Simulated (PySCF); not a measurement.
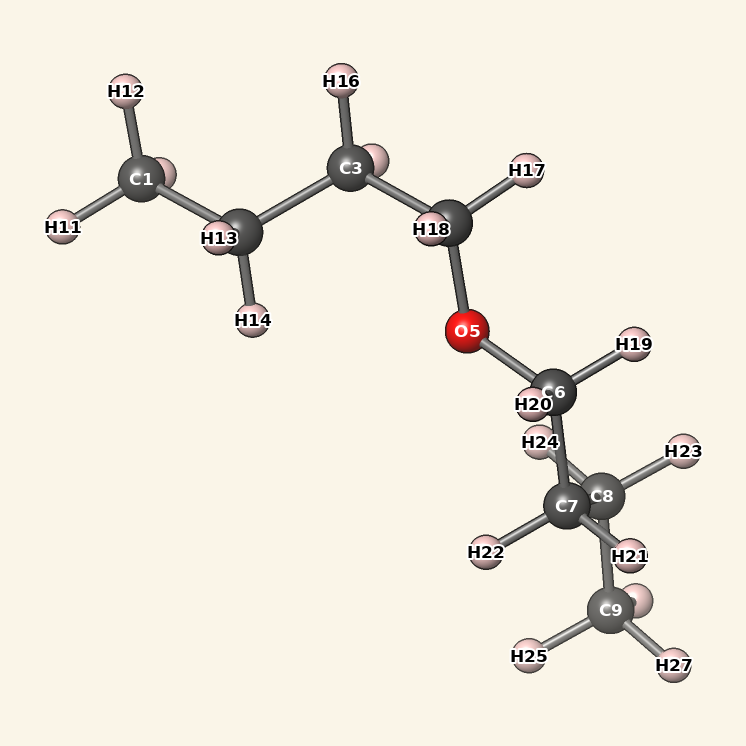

C8 lies behind C7. The molecule seen a little off the C7–C8 bond, C7 in front. Atoms fade into the background with distance from the viewer. Computed geometry: PBE0-D3(BJ)/def2-SVP optimisation. No frequency run is at hand to confirm it as a minimum.

### What is the torsion angle C6–C7–C8–C9? The sign is positive where the front bond must turn clockwise to cover the back bond.

−178°, antiperiplanar (anti). The bonds about C7–C8 are staggered.
